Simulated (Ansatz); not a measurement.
# SiH₂: small, medium and large basis sets

How large a basis does SiH₂ need? Two functionals and correlated methods are run in growing sets.

The runs use Ansatz 0.2.0, Gaussian basis; one geometry, several basis sets.

Plan: PBE0-D4/def2-SVP; ωB97M-V/def2-SVP; PBE0-D4/def2-QZVPP; ωB97M-V/def2-QZVPP; CCSD(T)/cc-pV(D+d)Z; CCSD(T)/cc-pV(T+d)Z; CCSD(T)/cc-pV(Q+d)Z; the functionals' def2-TZVPP values are taken from earlier runs.

### Step 1. The relaxed structure

An earlier PBE0-D4 in a triple-zeta def2 set relaxation fixed the geometry.

SMILES `[SiH2]`, 3 atoms, charge 0, spin multiplicity 1.

Atoms are counted from 1 here; the program's logs count them from 0.

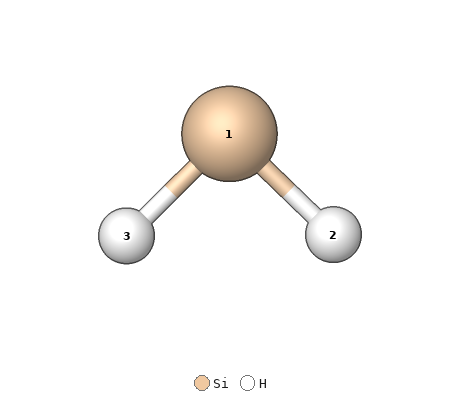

The structure; silicon light orange, hydrogen white; atoms are numbered from 1 in the order of the file.

### Step 2. PBE0-D4 in def2-SVP

in.yaml reads:

```yaml
crystal:
  periodic: [false, false, false]
  atoms:
    - {symbol: Si, position_ang: [-0.491202, 0.468571, -0.213612]}
    - {symbol: H, position_ang: [0.840317, 0.578644, 0.522462]}
    - {symbol: H, position_ang: [-0.349116, -1.047214, -0.308851]}
basis:
  gaussian: {orbitals: def2-SVP}
hamiltonian: {xc: pbe0, dispersion: d4}
output: {orbitals: {seedname: orbitals}}
```

The run is started by

```bash
> ansatz run in.yaml --threads 2 --pin off --events-out ev --progress --plain --max-ram 32768MiB --backend cpu
```

The runs that follow: ωB97M-V in def2-SVP; PBE0-D4 in def2-QZVPP; ωB97M-V in def2-QZVPP; CCSD(T) in cc-pV(D+d)Z; CCSD(T) in cc-pV(T+d)Z; CCSD(T) in cc-pV(Q+d)Z.

Before running them: what should the planned runs give, taken together? Wanted: MP2 correlation recovered, cc-pV(D+d)Z; MP2 correlation recovered, cc-pV(T+d)Z; MP2 correlation recovered, cc-pV(Q+d)Z; CCSD(T) limit from def2 sets; PBE0-D4: double and triple zeta above quadruple; ωB97M-V: double and triple zeta above quadruple.

The runs gave:

```
                                                                 quantity          value
                                   MP2 correlation recovered, cc-pV(D+d)Z         72.5 %
                                   MP2 correlation recovered, cc-pV(T+d)Z         89.5 %
                                   MP2 correlation recovered, cc-pV(Q+d)Z         95.6 %
CCSD(T) limit from def2 sets (earlier runs) less the limit of this series        -31 meV
                          PBE0-D4: double and triple zeta above quadruple  3.02, 0.26 eV
                          ωB97M-V: double and triple zeta above quadruple  3.05, 0.25 eV
```

In words: PBE0-D4 gains 2.76 eV from double to triple zeta, then 0.26 eV more. In cc-pV(D+d)Z MP2 holds 73 % of its limit, in cc-pV(Q+d)Z 96 %, while Hartree-Fock is within 0.023 eV in the largest set. A limit from the def2 sets, made apart, differs by 31 meV, a least measure of the doubt on such a limit. Total energies overstate the basis error of differences, where much of it tends to cancel.
